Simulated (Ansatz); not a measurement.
AlClH2

```xyz
4

Al    0.0000    0.0000    0.0047
Cl    0.0000    0.0000    2.1162
H     1.4075    0.0000   -0.7254
H    -1.4075    0.0000   -0.7254
```

Computed with Ansatz 0.2.0, RKS PBE-D4/def2-TZVP.

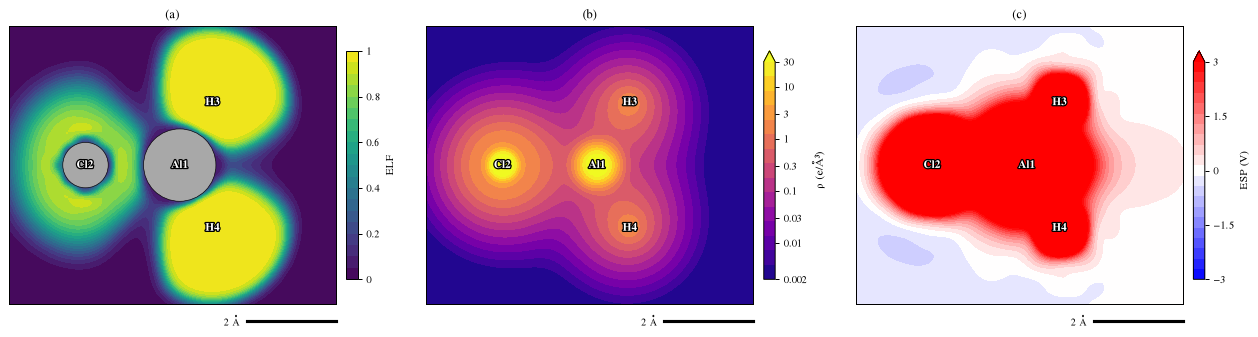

Figure 1. (a) ELF; (b) total electron density; (c) molecular electrostatic potential on the molecular plane. Grey discs cover the atomic cores in the ELF map.

Question: Interpret the plot.

Answer:
- Atoms in the plane: Al, Cl and H.
- Al–Cl (2.11 Å): ρ at the midpoint is about 0.71 e/Å³; the ELF peaks at about 0.90 in the valence shell of Cl, 0.8 Å from its nucleus, and is about 0.80 at the midpoint.
- Al–H (1.59 Å): ρ is about 0.56 e/Å³ halfway; the ELF climbs to about 1 towards the hydrogen.
- The ELF also peaks beside Cl2, away from the bonds: lone-pair regions.
- Outside the dense part of the molecule the potential is most negative (−0.5 V) near Cl2.

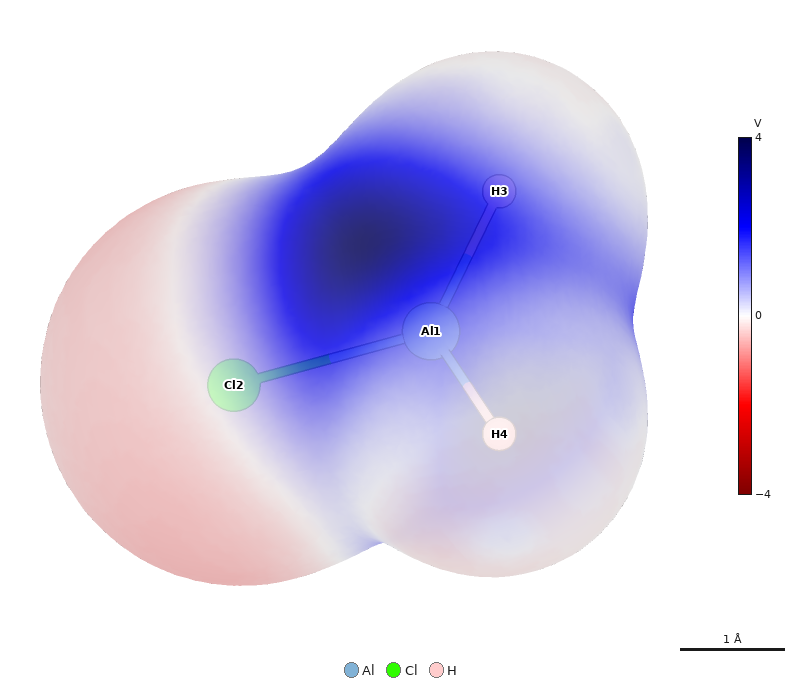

Figure 2. The electrostatic potential painted on the density surface at 0.002 e/bohr³, seen at a tilt; the colour scale runs from red (negative) to blue (positive).

Question: Where is the surface potential most negative and most positive?

Answer: The most negative region (about −0.5 V, or −12 kcal/mol for a unit charge) lies over Cl2, the most positive (about +3.7 V, or +85 kcal/mol for a unit charge) over Al1.

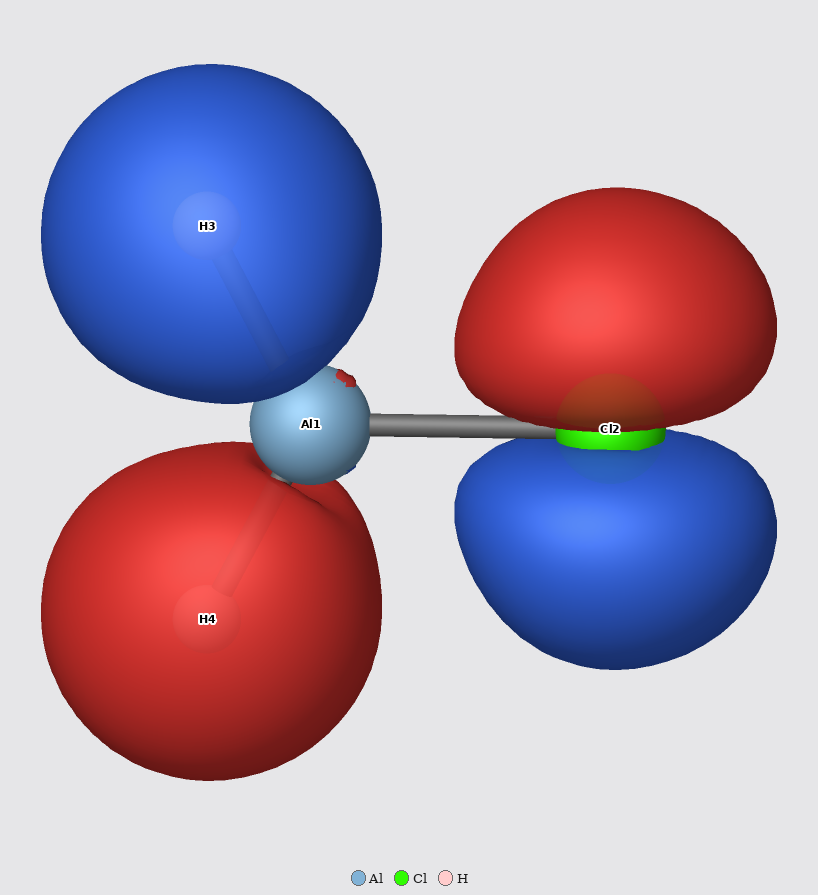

Figure 3. One frontier orbital at ±0.08 Å⁻³ᐟ² (blue and red are the two phases), seen at an oblique angle.

Question: Which orbital is it: HOMO or LUMO?

Answer: The HOMO, at −7.27 eV. By Hirshfeld shares it lies mainly on Cl2 (about 40 %), Al1 (about 20 %), H3 (about 20 %) and H4 (about 20 %); it is symmetric in the molecular plane (an in-plane orbital: σ, lone-pair or in-plane π type).
